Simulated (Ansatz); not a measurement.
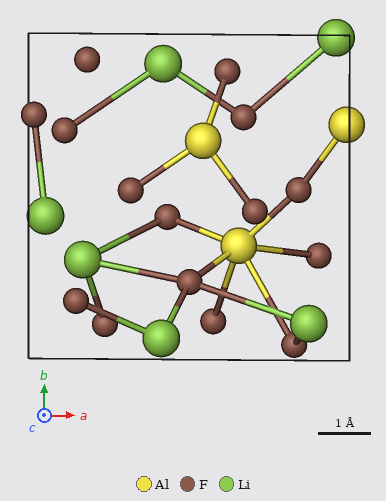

Starting frame of a dynamics run of an amorphous cell of composition Li₂AlF₅ (24 atoms in the cell). Style: ball-and-stick. Shown: the simulation cell, along the c axis. Bonds to atoms that aren't drawn are left out.

Level of theory: Ansatz, DFT PBE, scalar-relativistic, plane waves, PAW.

Input file:
```yaml
crystal:
  lattice:
    - [6.191131, -0.022929, -0.191304]
    - [-0.022929, 6.265862, -0.012838]
    - [-0.191304, -0.012838, 6.242239]
  atoms:
    - { symbol: Al, position: [0.6549086495, 0.351355579, 0.4808318502] }
    - { symbol: Al, position: [0.9913367963, 0.7256270192, 0.705364728] }
    - { symbol: Al, position: [0.5438429644, 0.6728909394, 0.948066839] }
    - { symbol: F, position: [0.6193258924, 0.8867510129, 0.7948071254] }
    - { symbol: F, position: [0.669558013, 0.7461598022, 0.2930938196] }
    - { symbol: F, position: [0.8413036079, 0.5236908859, 0.5921508103] }
    - { symbol: F, position: [0.3183814024, 0.5188846704, 0.9139997664] }
    - { symbol: F, position: [0.8276401215, 0.0480100879, 0.520187777] }
    - { symbol: F, position: [0.903680589, 0.322492426, 0.2539630917] }
    - { symbol: F, position: [0.5753674566, 0.1184508758, 0.1819310292] }
    - { symbol: F, position: [0.112372748, 0.7019655745, 0.3966723809] }
    - { symbol: F, position: [0.14798396, 0.1781225657, 0.9915007367] }
    - { symbol: F, position: [0.7049100996, 0.4568558271, 0.9373036372] }
    - { symbol: F, position: [0.18279717, 0.91968131, 0.7112955721] }
    - { symbol: F, position: [0.4323767433, 0.4382468134, 0.3376284188] }
    - { symbol: F, position: [0.0168267925, 0.749406054, 0.0043557333] }
    - { symbol: F, position: [0.501498783, 0.2387405627, 0.6653066286] }
    - { symbol: F, position: [0.237978683, 0.1073853665, 0.3846730088] }
    - { symbol: Li, position: [0.0528255247, 0.4386592684, 0.0269857603] }
    - { symbol: Li, position: [0.4194010983, 0.9090609998, 0.3075635078] }
    - { symbol: Li, position: [0.1691211452, 0.3049117907, 0.5869524722] }
    - { symbol: Li, position: [0.8730514335, 0.1133762586, 0.7947172427] }
    - { symbol: Li, position: [0.9580042987, 0.9926480301, 0.284303031] }
    - { symbol: Li, position: [0.4135467084, 0.0646570276, 0.8971807547] }
  symmetry: { detect: false }
basis:
  ecutwfc: 320
  xc_grid: 1
kpoints:
  mp_grid: { grid: [1, 1, 1], shift: [0.0, 0.0, 0.0] }
hamiltonian:
  xc: pbe
scf:
  occupations: { method: fermi_dirac, width: 0.1637 }
  lower_state_search: "off"
  convergence: { dr2_threshold: 1.0e-05 }
output:
  forces: true
  stress: true
md:
  timestep: 1.5
  n_steps: 24
  ensemble: nvt_langevin
  friction: 0.03
  temperature: 1900.0
  initial_velocities: maxwell_boltzmann
  seed: 6071
```

Launched with:
```bash
ansatz run input.yaml --threads 2 --pin off --max-ram 5120MiB --backend cpu --events-out ev --progress --plain --runs-dir out
```

**What does the trajectory do?**

Over the second half the temperature averages 2389 K (spread ±307 K). The potential energy in the second half lies on average 181 meV per atom below the first frame. The mean pressure there is 11.3 GPa. Root-mean-square distances from the starting positions over the second half, with the common drift of all atoms taken out: Li 0.50 Å, Al 0.35 Å, F 0.35 Å. The run lasts only 36 fs, too short to tell vibration from diffusion.

Along the run (each row but the first and the last is the mean over the interval that it begins):

| time (fs) | potential energy (meV/atom) | T (K) | p (GPa) |
| --- | --- | --- | --- |
| 0.0 | 0.0 | 1821 | 7.9 |
| 4.5 | -10.0 | 1892 | 8.6 |
| 9.0 | -38.1 | 1922 | 10.6 |
| 13.5 | -82.0 | 2173 | 11.6 |
| 18.0 | -147.3 | 2531 | 11.3 |
| 22.5 | -199.5 | 2739 | 10.9 |
| 27.0 | -198.6 | 2429 | 11.6 |
| 31.5 | -178.0 | 1963 | 11.5 |
| 36.0 | -179.1 | 2073 | 11.3 |

The paths of the atoms:

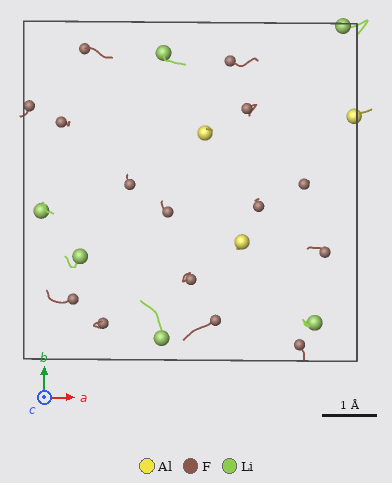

Limits of the set-up: the cutoff lies below the recommended one; the periodic images lie only 6.2 Å apart, so the values are limited by the cell's size.

The run took 15 s on 2 threads of Arm Neoverse V1, with other jobs on the host, peak memory 0.32 GiB.
